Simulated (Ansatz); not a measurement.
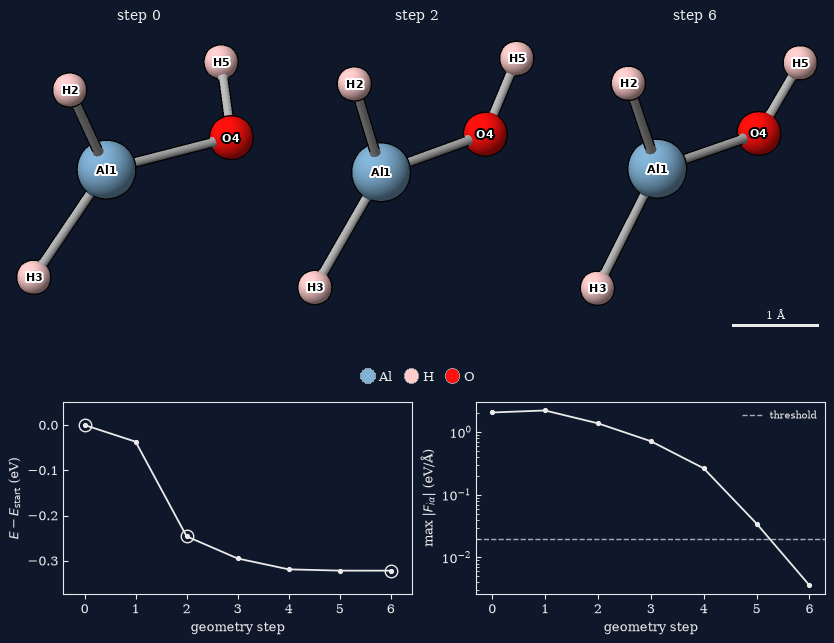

Frames of a relaxation of AlH$_{3}$O, marked on the history of the run. The picture is a ball-and-stick view, seen from a free direction.

The run prepares the start of a later molecular dynamics calculation, from a guessed geometry.

All numbers below come from RKS PBE0-D4/def2-mTZVP (Ansatz 0.2.0). (no spin polarisation; force threshold 0.02 eV/Å; at most 40 steps)

What happens along the run?

The largest move after the best rigid fit is that of O4, 0.42 Å. By element the largest moves are O 0.42 Å, H 0.38 Å, Al 0.08 Å. Near-neighbour distances that change, for instance: Al1–O4 1.780 → 1.703 Å, O4–H5 1.010 → 0.960 Å, Al1–H2 1.560 → 1.588 Å, Al1–H3 1.560 → 1.580 Å. Among the angles between lasting bonds that change: Al1–O4–H5 109.5° → 122.0°, H2–Al1–H3 120.0° → 124.6°, H3–Al1–O4 120.0° → 115.5°. Groups turn about Al1–O4 by about 65°. Over 6 geometry steps the energy falls by 0.322 eV. The largest force component goes from 2.1 to 0.0036 eV/Å. The run took 7.8 s on 1 thread of Arm Neoverse V2 (shared host), peak memory 0.11 GiB. From step 0 to 2: O and H atoms move most (0.33 Å), energy −0.246 eV. From step 2 to 6: O4 moves most (0.10 Å), energy −0.076 eV.

```tsv
step	E − E(0), eV	largest force component, eV/Å
0	0.0000	2.0575
1	-0.0368	2.2137
2	-0.2461	1.3814
3	-0.2950	0.7169
4	-0.3190	0.2649
5	-0.3219	0.0348
6	-0.3220	0.0036
```
